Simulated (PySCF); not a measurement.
Input

```
{"job": {"kind": "nmr", "xc": "PBE0", "basis": "pcSseg-1"}, "charge": 0, "multiplicity": 1}
C     -1.169214     0.894694     1.036413
C     -0.756019     0.330891    -0.321627
C     -1.865045    -0.569215    -0.863393
C      0.596140    -0.409819    -0.295683
C      0.735112    -1.408032     0.850335
C      1.762055     0.583783    -0.260199
O      1.733320     1.370565    -1.433019
H     -0.376178     1.494745     1.475246
H     -2.044131     1.530477     0.917743
H     -1.423812     0.095147     1.728084
H     -0.629136     1.165196    -1.018914
H     -1.607426    -0.946937    -1.850156
H     -2.036183    -1.416709    -0.203160
H     -2.795328    -0.010958    -0.943502
H      0.681522    -0.950054    -1.244654
H     -0.107201    -2.093503     0.866291
H      1.644680    -1.993042     0.729714
H      0.786761    -0.895565     1.807716
H      2.708817     0.026247    -0.201330
H      1.689559     1.221807     0.632006
H      2.462787     1.997224    -1.408381
```

Run with:

```sh
OMP_NUM_THREADS=1 python probes_run.py task.json out
```

Geometry: GFN2-xTB.

Method: PBE0/pcSseg-1, SCF density, gas phase, non-relativistic (PySCF 2.14.0).

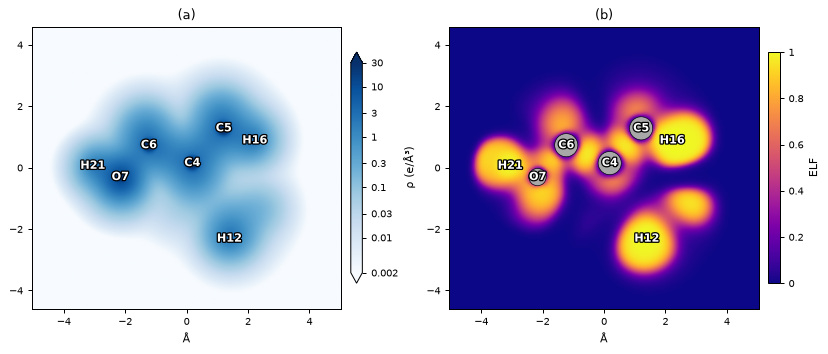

C₆H₁₄O (SMILES CC(C)[C@H](C)CO). (a) electron density; (b) electron localisation function on the plane of atoms C4, C5 and H16. Grey discs cover the atomic cores in the ELF map.

### Read the bonding off the picture.

The plane passes through C, O and H nuclei. C–O (1.41 Å): ρ is about 2.1 e/Å³ halfway, with its minimum of 1.8 e/Å³ about 0.5 Å from C; the ELF peaks at about 0.90 between the atoms; a shared but strongly polarised pair. C–C (1.53 Å): ρ at the midpoint is about 1.6 e/Å³; the ELF peaks at about 0.95 between the atoms, as expected for localised, covalent bonding. O–H (0.96 Å): the density is about 3.7 e/Å³ at the midpoint; the ELF climbs to about 1 towards the hydrogen, as it does in any bond to H (an ordinary covalent bond to hydrogen). C–H (1.09 Å): the density is about 2 e/Å³ at the midpoint; the ELF climbs to about 1 towards the hydrogen: an ordinary covalent bond to hydrogen. The ELF also peaks beside O7, away from the bonds: lone-pair regions.
